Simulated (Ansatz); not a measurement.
# TiNH2Cl3 (SMILES [NH2][Ti]([Cl])([Cl])[Cl]): CCSD(T)/def2-SVP

Aim: the energy change on altering one bond length of TiNH2Cl3 at CCSD(T)/def2-SVP, from 2 runs. 

The results are computed with Ansatz 0.2.0.

1 further run of the same task is left out (set aside as unsound or not needed).

## 1. The molecule

The species is TiNH2Cl3 (7 atoms), meant as a singlet with charge 0. As SMILES, `[NH2][Ti]([Cl])([Cl])[Cl]`. Geometry: relaxed at PBE0-D4/def2-TZVP.

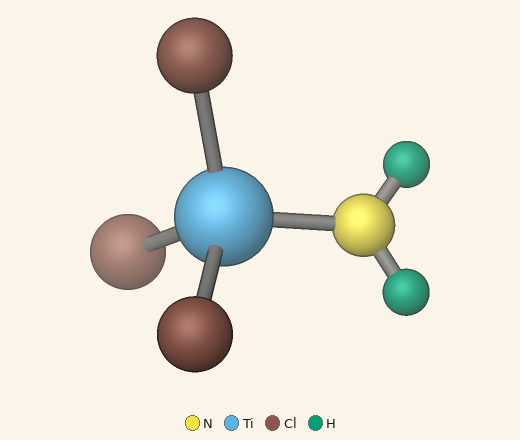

The structure, seen from a chosen angle (nitrogen yellow, titanium blue, chlorine brown, hydrogen teal).

## 2. A single-point energy at CCSD(T)/def2-SVP

Contents of job.yaml:

```yaml
crystal:
  periodic: [false, false, false]
  atoms:
    - {symbol: N, position_ang: [-0.676400, 0.479600, 0.813100]}
    - {symbol: Ti, position_ang: [0.416000, -0.273300, -0.459100]}
    - {symbol: Cl, position_ang: [1.922500, -1.442100, 0.599700]}
    - {symbol: Cl, position_ang: [-0.771400, -1.594700, -1.742800]}
    - {symbol: Cl, position_ang: [1.232300, 1.358700, -1.654500]}
    - {symbol: H, position_ang: [-1.200200, 1.334700, 0.679200]}
    - {symbol: H, position_ang: [-0.861700, 0.068900, 1.718900]}
basis:
  gaussian:
    orbitals: def2-SVP
correlation:
  method: ccsd_t
  frozen_orbitals: {Cl: 5, H: 0, "N": 1, Ti: 5}
accuracy: high
scf:
  omitted_lower_state_checks: [cluster_reference, increment]
```

Run with:

```sh
$ ansatz run job.yaml --threads 1 --pin off --max-ram 3480MiB --events-out events.jsonl --progress --plain --runs-dir runs
```

Log, shortened:

```text
Warning: RAYON_NUM_THREADS=1 ignored (pool sized by the plan → 1); use --threads N
Functional definition: HF
  name "HF"
[...]
2389 factors; integrals over basis functions are off by at most 2.7e-8 eV
[...]
mean field -62100.21864381 eV, -2282.1409421198 hartree, gradient 1.3e-8 eV, S^2 0.000000; 0 other end points of the search recorded, 0 dependent functions left out
21 core orbitals not correlated: weight in the atoms' cores, before any rotation towards them, 1.000 or more for the frozen orbitals, at most 0.000 for the correlated occupied ones
reference -62100.21864381 eV, -2282.1409421198 hartree; 20, 20 occupied and 68, 68 virtual orbitals, 2389 factors
second order -24.30908572 eV of doubles, -0.00000000 eV of singles
cycle   1  -23.71536050 eV  change    5.9e-1 eV  update   2.7e-1
[...]
cycle  28  -24.93755359 eV  change   -1.2e-9 eV  update   1.9e-9
perturbative correction -1.23323983 eV, -0.0453207279 hartree
Total energy: -62126.38943723 eV, -2283.1027010388 hartree
Checks for a lower state left out: cluster_reference, increment
```

It took 68 s on 1 thread of Arm Neoverse V2, shared host; peak memory 0.76 GiB.

## 3. The distorted shape at the same level

Contents of run.yaml:

```yaml
crystal:
  periodic: [false, false, false]
  atoms:
    - {symbol: N, position_ang: [-0.798855, 0.234781, 0.992424]}
    - {symbol: Ti, position_ang: [0.293545, -0.518119, -0.279776]}
    - {symbol: Cl, position_ang: [1.800045, -1.686919, 0.779024]}
    - {symbol: Cl, position_ang: [-0.893855, -1.839519, -1.563476]}
    - {symbol: Cl, position_ang: [1.232300, 1.358700, -1.654500]}
    - {symbol: H, position_ang: [-1.322655, 1.089881, 0.858524]}
    - {symbol: H, position_ang: [-0.984155, -0.175919, 1.898224]}
basis:
  gaussian:
    orbitals: def2-SVP
correlation:
  method: ccsd_t
  frozen_orbitals: {Cl: 5, H: 0, "N": 1, Ti: 5}
accuracy: high
scf:
  omitted_lower_state_checks: [cluster_reference, increment]
```

Run with:

```sh
$ ansatz run run.yaml --threads 1 --pin off --max-ram 3480MiB --events-out events.jsonl --progress --plain --runs-dir runs
```

Log, shortened:

```text
Warning: RAYON_NUM_THREADS=1 ignored (pool sized by the plan → 1); use --threads N
[... 2 set-up lines as earlier in the session ...]
[...]
2380 factors; integrals over basis functions are off by at most 2.5e-8 eV
[...]
mean field -62099.70886476 eV, -2282.1222080855 hartree, gradient 1.8e-8 eV, S^2 0.000000; 1 other end points of the search recorded, 0 dependent functions left out
21 core orbitals not correlated: weight in the atoms' cores, before any rotation towards them, 1.000 or more for the frozen orbitals, at most 0.000 for the correlated occupied ones
reference -62099.70886476 eV, -2282.1222080855 hartree; 20, 20 occupied and 68, 68 virtual orbitals, 2380 factors
second order -24.26774550 eV of doubles, -0.00000000 eV of singles
cycle   1  -23.57471184 eV  change    6.9e-1 eV  update   2.9e-1
[...]
cycle  31  -24.89416724 eV  change   -3.3e-9 eV  update   3.8e-9
perturbative correction -1.28817527 eV, -0.0473395680 hartree
Total energy: -62125.89120728 eV, -2283.0843914259 hartree
Checks for a lower state left out: cluster_reference, increment
```

Run time: 71 s. Hardware: 1 thread of Arm Neoverse V2, shared host; peak memory 0.76 GiB.

## 4. What came out

Level: CCSD(T)/def2-SVP, 21 core orbitals frozen.

| quantity | value |
| --- | --- |
| first shape: total energy | -2283.10270 Eh |
| first shape: correlation energy (21 core orbitals frozen) | -961.8 mEh |
| first shape: (T) correction | -45.32 mEh |
| first shape: T1 diagnostic | 0.022 |
| distorted shape: total energy | -2283.08439 Eh |
| distorted shape: correlation energy (21 core orbitals frozen) | -962.2 mEh |
| distorted shape: (T) correction | -47.34 mEh |
| distorted shape: T1 diagnostic | 0.024 |
| energy change with the Ti2–Cl5 bond stretched from 2.181 to 2.509 Å | 0.498 eV |

What this shows: With the Ti2–Cl5 bond stretched from 2.181 to 2.509 Å the energy rises by 0.50 eV (11.5 kcal/mol). The first shape isn't relaxed at this level, so the change isn't measured from a minimum. The triples (first shape) make up 4.7 % of the correlation energy. The triples (distorted shape) make up 4.9 % of the correlation energy.
